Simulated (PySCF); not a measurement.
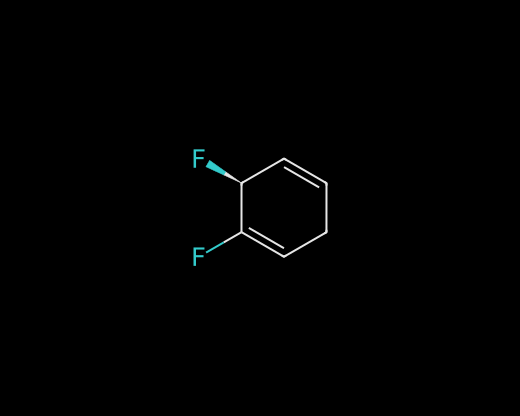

Skeletal drawing of a molecule.

Give its SMILES.

FC1=CCC=C[C@@H]1F

Give the formula, hydrogens included.

C6H6F2.

An optimisation with PBE0-D3(BJ)/def2-SVP gave a structure of which point group?

C1.

The parts below concern this one geometry. Atoms keep their numbers from picture to picture. The geometry was computed by an optimisation with PBE0-D3(BJ)/def2-SVP. No frequency run is at hand to confirm it as a minimum.

## Spin–spin coupling

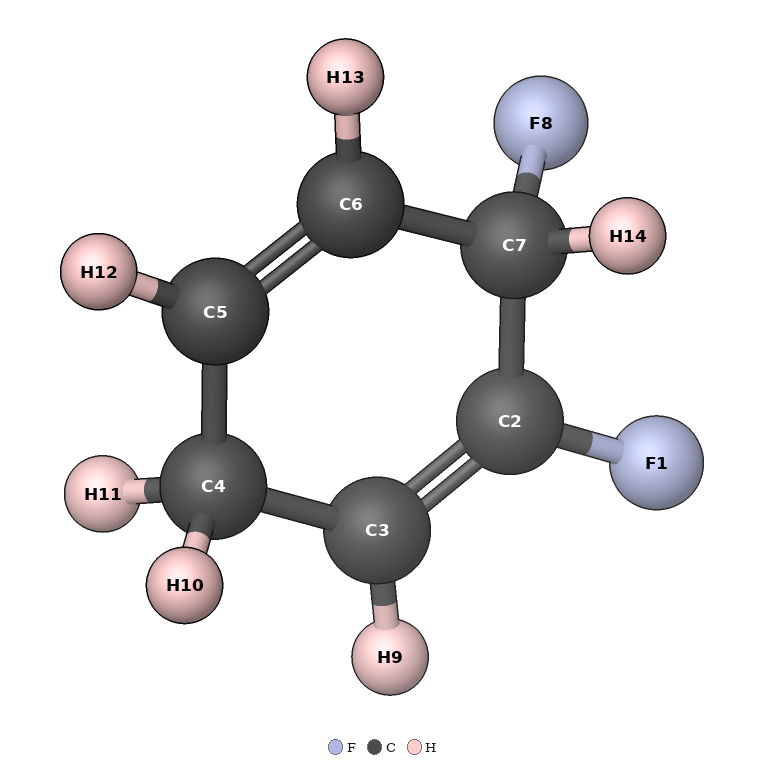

No frequency run is at hand to confirm it as a minimum. Properties computed with B3LYP/pcJ-1 indirect spin-spin coupling, non-relativistic, gas phase (PySCF 2.14.0). Isotopes: 13C, 19F, 1H.

Give the spin–spin coupling constants of these pairs, with the number of bonds between them: F1/C3, F1/C7, F1/H14, C5/F8.

| pair | bonds apart | J (Hz) |
| --- | --- | --- |
| F1, C3 | 2 | 16.5 |
| F1, C7 | 2 | 26.2 |
| F1, H14 | 3 | 5.7 |
| C5, F8 | 3 | 6.5 |

Density functionals are unreliable for couplings to fluorine, so those rows may be far off.

## NMR shielding

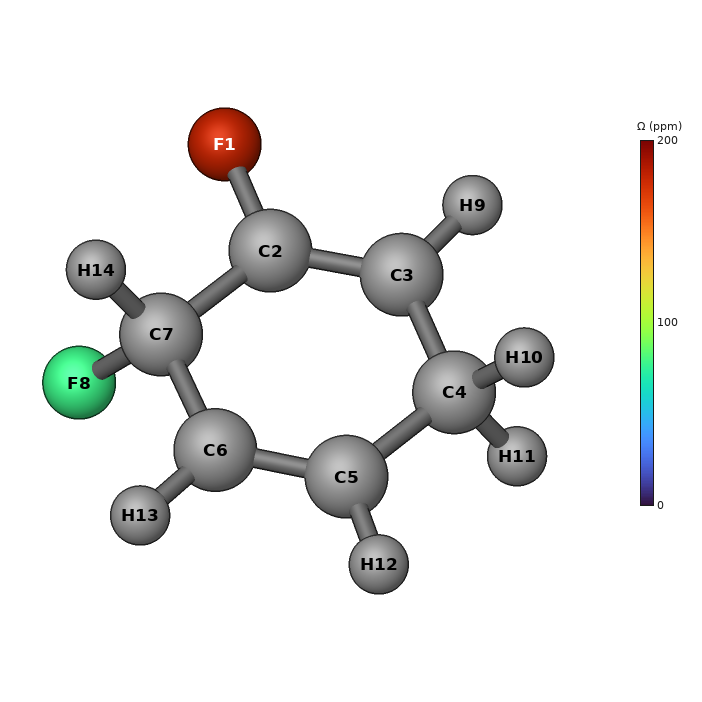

The F atoms are coloured by the span of their shielding tensor. No frequency run is at hand to confirm it as a minimum. Method: GIAO B3LYP/pcSseg-1 NMR shielding, non-relativistic, gas phase (PySCF 2.14.0). Principal shieldings σ11 ≤ σ22 ≤ σ33, span Ω = σ33 − σ11, skew κ = 3(σiso − σ22)/Ω.

Which F atom has the most anisotropic shielding?

F1, with a span of 180 ppm.

Give the shielding tensors of the F atoms.

```csv
atom,σ11,σ22,σ33,σiso,Ω,κ
F1,197.3,282.3,377.2,285.6,180.0,0.05
F8,321.9,356.9,400.8,359.9,78.9,0.11
```

Shieldings and span in ppm.

## Levels of theory compared

No frequency run is at hand to confirm it as a minimum. Program: PySCF 2.14.0.

Compare HOMO energy (eV), HOMO–LUMO gap (eV) at these levels: B3LYP/pcJ-1; B3LYP/pcSseg-1; CAM-B3LYP/def2-SVPD; PBE0/pcSseg-1.

| level | HOMO energy (eV) | HOMO–LUMO gap (eV) |
| --- | --- | --- |
| B3LYP/pcJ-1 | −7.22 | 6.74 |
| B3LYP/pcSseg-1 | −7.23 | 6.75 |
| CAM-B3LYP/def2-SVPD | −8.86 | 9.62 |
| PBE0/pcSseg-1 | −7.45 | 7.19 |
